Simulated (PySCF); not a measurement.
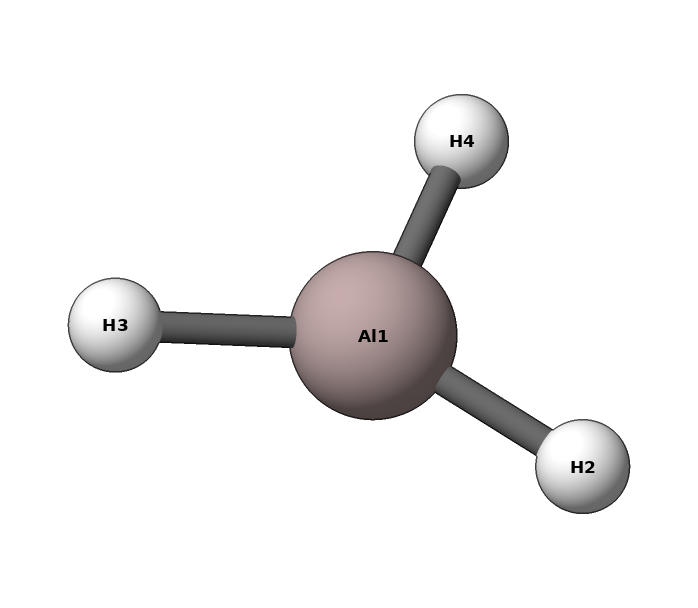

The questions are on isotropic NMR shieldings of the H atoms. Geometry: a frame of a GFN2-xTB molecular-dynamics simulation, not a minimum. Level of theory: GIAO PBE0/pcSseg-1 NMR shielding, non-relativistic, gas phase (PySCF 2.14.0).

List the isotropic NMR shieldings of the H atoms.

```tsv
atom	σ (ppm)
H2	25.10
H3	24.73
H4	25.50
```
